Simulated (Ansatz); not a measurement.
The calculation's input:

```
crystal:
  periodic: [false, false, false]
  atoms:
    - {symbol: C, position_ang: [0.795686, -0.682554, -2.263333]}
    - {symbol: B, position_ang: [0.022570, -0.352246, 0.227900]}
    - {symbol: N, position_ang: [0.449826, -0.532842, -1.130028]}
    - {symbol: Se, position_ang: [1.217652, -0.314344, 1.700057]}
    - {symbol: H, position_ang: [-1.159737, -0.212901, 0.487788]}
basis:
  gaussian:
    orbitals: def2-TZVPD
hamiltonian:
  xc: {name: PBE0}
magnetization:
  spin_polarized: true
  initial_magnetization: 1
output:
  forces: true
  orbitals: {seedname: orbitals}
```

Command:

```sh
ansatz run input.yaml --threads 1 --pin off --max-ram 2610MiB --events-out events.jsonl --progress --plain --runs-dir runs
```

Geometry: PBE-D3(BJ)/def2-SVP.

Level of theory: isolated molecule in a Gaussian basis; Kohn-Sham density functional theory, functional PBE0 in Ansatz.

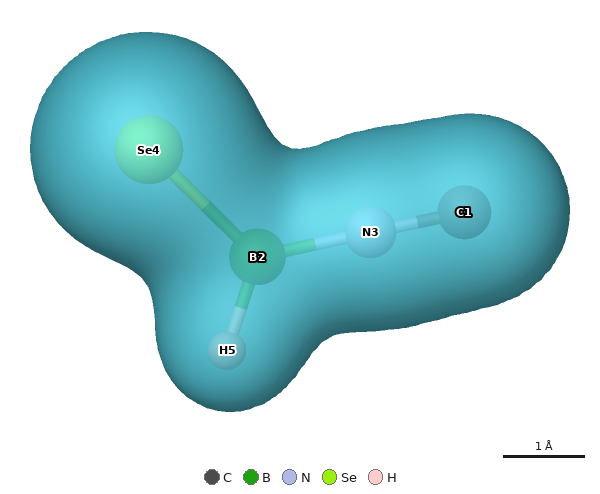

CHBNSe (doublet). Isosurface of the electron density at 0.1 e/Å³ (cyan), seen across its widest extent.

Question: Which contacts does the surface bridge?

Answer: At this value the surface is in one piece. It bridges the sampled C–N (1.19 Å), B–N (1.43 Å), B–Se (1.90 Å) and B–H (1.22 Å) contacts, where the density stays above the isovalue. On the grid the lowest density along these lines, outside the cores, is 3 e/Å³ (C–N, 1.19 Å), 1.3 e/Å³ (B–N, 1.43 Å), 1 e/Å³ (B–Se, 1.90 Å) and 1.2 e/Å³ (B–H, 1.22 Å).
